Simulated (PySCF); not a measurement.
A series of small molecules: tetrahydrides MH4.

Gas-phase molecules at GFN2-xTB geometries (not checked as minima at the level of the calculation), B3LYP/def2-SVPD with PySCF. The ionisation energy is E(cation) − E(neutral) at fixed geometry, without spin-orbit coupling; where the highest orbital is degenerate, the cation is one component. LUMO energies depend on the basis. GFN2-xTB bonds to atoms past the second row can be off by 0.02 to 0.07 Å and angles by up to several degrees, which can move orbital and ionisation energies by up to 0.5 eV and charges by 0.01 to 0.02 e, so small steps and misses may come from the geometries. Volumes are summed on a coarse grid and good to about 2 %. Core potentials replace the inner electrons of Pb and Sn. Electronegativities are Pauling's, radii Cordero's.

| molecule | electronegativity of M | covalent radius of M (Å) | Hirshfeld charge of the central atom (e) | HOMO energy (eV) | vertical ionisation energy (eV) | HOMO–LUMO gap (eV) | volume inside the 0.001 a.u. surface (Å³) |
| --- | --- | --- | --- | --- | --- | --- | --- |
| CH4 | 2.55 | 0.76 | −0.151 | −10.79 | 14.22 | 11.45 | 42 |
| SiH4 | 1.90 | 1.11 | 0.315 | −9.69 | 12.53 | 10.01 | 62 |
| GeH4 | 2.01 | 1.20 | ? | ? | ? | ? | ? |
| SnH4 | 1.96 | 1.39 | 0.388 | −9.06 | 11.66 | 8.92 | 74 |
| PbH4 | 2.33 | 1.46 | 0.350 | −8.76 | 11.27 | 7.92 | 77 |

The results for GeH4 are withheld.

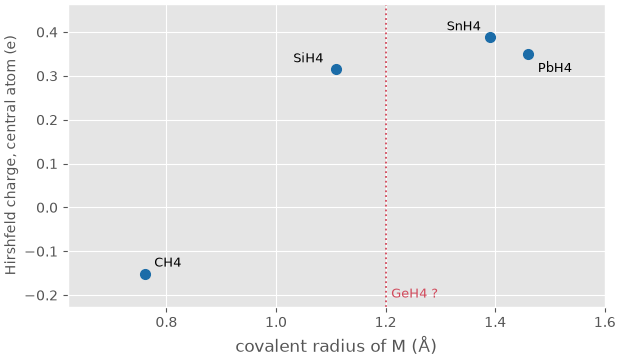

Fit a straight line to the Hirshfeld charge of the central atom against the covalent radius of M for the given members and predict GeH4.

A least-squares line through the four given members is y = −0.632 + 0.727 x, with R² = 0.84 and a scatter of 0.125 e; SiH4 lies farthest from it (+0.140 e). At x = 1.20 it gives 0.240 e. For a new member the 90 % prediction interval is ±0.407 e. The slope hangs largely on CH4, which lies far from the others. The misses run in a curve, so a straight line is a rough model here.

What did the calculation give?

The calculation gives 0.286 e, 0.046 e above the estimate (0.4 times the scatter, 9 % of the range of the series): inside the prediction interval, which is so wide that this tests little. Its other results: HOMO energy −9.54 eV, vertical ionisation energy 12.35 eV, HOMO–LUMO gap 9.59 eV and volume inside the 0.001 a.u. surface 64 Å³.

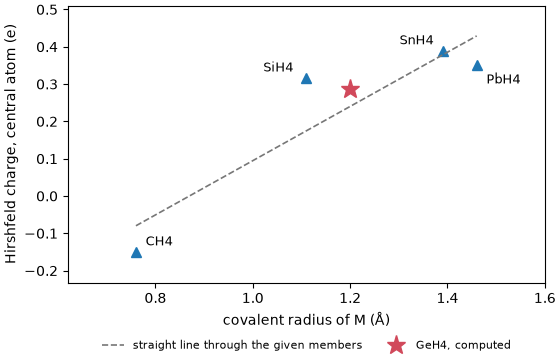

Over the series −ε(HOMO) lies 2.51 to 3.43 eV below the ionisation energy from total-energy differences, since this functional puts filled levels too high (delocalisation error). The pairing was chosen among those with R² above 0.80; series and pairings with weaker trends are left out of this set.

The single runs took from 2.7 s to 33 s, on 1 thread of shared hosts (four kinds of processor).
